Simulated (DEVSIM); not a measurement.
Device: In0.49Ga0.51P/GaAs n-p heterojunction, at 400 K.

| layer (left to right) | material | thickness (μm) | Nd (cm⁻³) | Na (cm⁻³) | τn (s) | τp (s) |
|---|---|---|---|---|---|---|
| 1 | In0.49Ga0.51P | 1.20 | 2.7e16 | - | 5.5e-10 | 5.5e-10 |
| 2 | GaAs | 0.330 | - | 3e16 | 5.5e-10 | 5.5e-10 |

Left contact: ohmic. Right contact: ohmic. Voltage is applied to the left contact. Recombination: SRH at mid-gap, radiative, Auger. Mobility is constant in doping.

This is a model device: material constants are rounded textbook-type values typed into the input, and sizes, dopings and lifetimes were drawn at random. Values at 300 K; Nc and Nv go as T^1.5, mobilities as T to minus their exponent, the gap by Varshni's rule with the affinity fixed.

```csv
parameter,In0.49Ga0.51P,GaAs
gap (eV),1.89,1.424
affinity (eV),4,4.07
permittivity,11.8,12.9
Nc (cm⁻³),9e17,4.7e17
Nv (cm⁻³),1.3e19,9e18
μn (cm²/Vs),1500,8500
μp (cm²/Vs),80,400
T exponent of μn,1.66,2.1
T exponent of μp,2,2.2
B (cm³/s),1e-10,2e-10
Cn (cm⁶/s),3e-30,1e-30
Cp (cm⁶/s),3e-30,1e-30
Varshni α (eV/K),0.0005,0.000541
Varshni β (K),250,204
```

Simulated with DEVSIM: 1D drift-diffusion, Boltzmann statistics, complete ionisation; no tunnelling, impact ionisation, image-force lowering or self-heating. Band offsets follow the typed affinities; no thermionic-emission limit at abrupt steps, no polarisation charge.

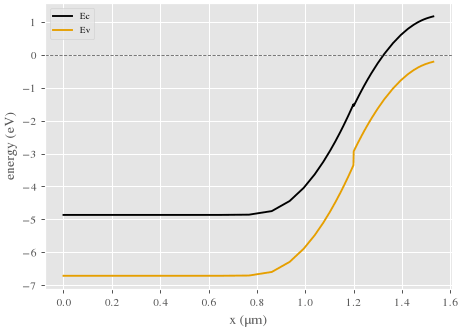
Fig. 1. Band edges at 5.0 V on the left contact

Energies count from the Fermi level of the right contact; mesh points crowd at the junctions.

```csv
x (μm),Ec (eV),Ev (eV),n (cm⁻³),p (cm⁻³),field (V/cm)
0.000,-4.864,-6.713,2.7e16,< 1e2,≈ 0
0.005192,-4.864,-6.713,2.7e16,< 1e2,≈ 0
0.01681,-4.864,-6.713,2.7e16,< 1e2,≈ 0
0.04003,-4.864,-6.713,2.7e16,< 1e2,≈ 0
0.1137,-4.864,-6.713,2.7e16,< 1e2,≈ 0
0.2409,-4.864,-6.713,2.7e16,< 1e2,≈ 0
0.5256,-4.864,-6.713,2.7e16,< 1e2,≈ 0
0.9357,-4.442,-6.290,1.3e11,< 1e2,57000
1.075,-3.250,-5.099,1200000,19000,110000
1.145,-2.353,-4.201,940000,26000,140000
1.176,-1.886,-3.735,860000,29000,160000
1.194,-1.598,-3.447,820000,28000,160000
1.200,-1.504,-3.353,810000,5500,170000
1.204,-1.500,-2.878,610000,140000,150000
1.219,-1.283,-2.660,170000,440000,140000
1.244,-0.935,-2.312,160000,1000000,130000
1.300,-0.262,-1.639,130000,2700000,110000
1.395,0.600,-0.777,27000,2.3e9,70000
1.481,1.042,-0.335,880,8.4e14,34000
1.508,1.121,-0.257,1200,8.1e15,24000
1.522,1.151,-0.226,1400,1.9e16,20000
1.530,1.166,-0.211,1500,3.0e16,20000
```
